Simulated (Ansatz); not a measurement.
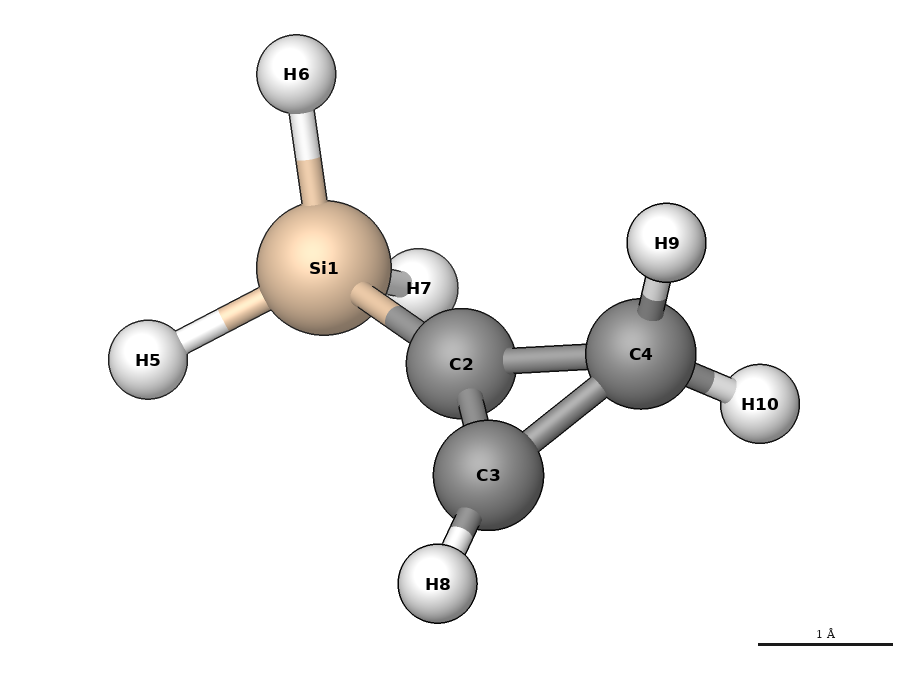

The view is orthographic, and the bar gives the scale. The computed structure is the end point of a PBE0-D4/def2-TZVP optimisation.

Reconstruct the coordinates (Å) as seen: x to the right, y up, z towards the viewer, origin at the mean of the atomic positions.

```xyz
10
C3H6Si
Si  -1.05   0.55  -1.18
C   -0.02  -0.17   0.16
C    0.18  -1.00   1.13
C    1.32  -0.09   0.88
H   -2.36  -0.14  -1.25
H   -1.26   2.00  -0.92
H   -0.34   0.40  -2.48
H   -0.20  -1.81   1.73
H    1.51   0.74   1.56
H    2.21  -0.47   0.37
```
